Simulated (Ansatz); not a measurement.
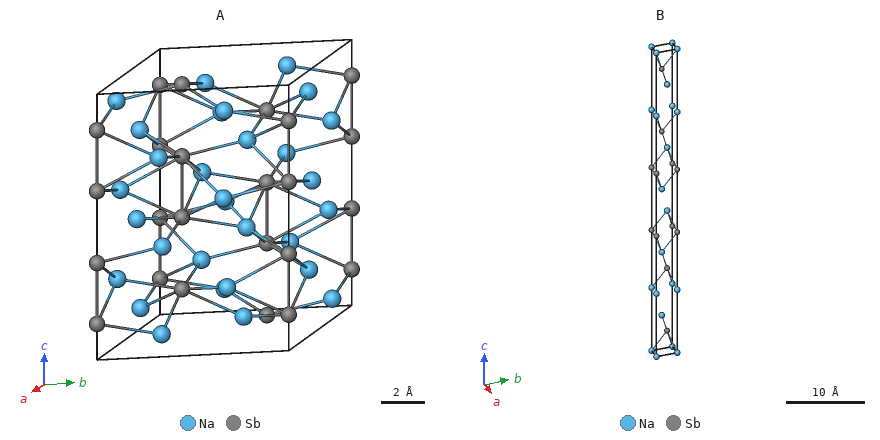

Two structures of Na3Sb2, each relaxed to rest (conventional cells in solid outline, small ones repeated, not to one scale). Method: DFT PBE, scalar-relativistic, plane waves, PAW (Ansatz), without spin polarisation.

### Which two forms are compared?

A: 30 atoms a cell on a rhombohedral (trigonal R) lattice, R-3c. B: 15 atoms a cell on a rhombohedral (trigonal R) lattice, R-3m.

### What is the energy order of the two?

A is lower, by 135 meV/atom at this level of theory (energies at zero smearing). Volumes: A 30.7, B 28.7 Å³/atom.

One or both may be structure types tried for this composition rather than known phases.
